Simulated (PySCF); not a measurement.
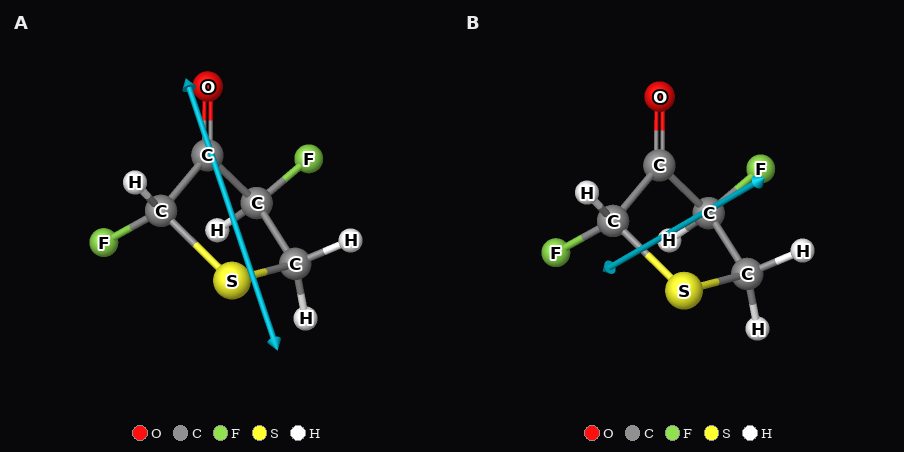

The double arrows show the directions of two transition dipoles from the ground state (lengths mean nothing). The computed structure is the end point of a PBE0-D3(BJ)/def2-SVP optimisation. No frequency run is at hand to confirm it as a minimum. Properties computed with TDDFT CAM-B3LYP/def2-SVPD, vertical, gas phase, core orbitals frozen in the response (PySCF 2.14.0).

Question. One belongs to singlet state 2 and one to singlet state 6. Which is which?

Answer. A: state 2, 5.27 eV (235 nm), oscillator strength 0.024, mainly HOMO → LUMO (weight 0.59).
B: state 6, 7.23 eV (171 nm), oscillator strength 0.041, mainly HOMO → LUMO+3 (weight 0.84).
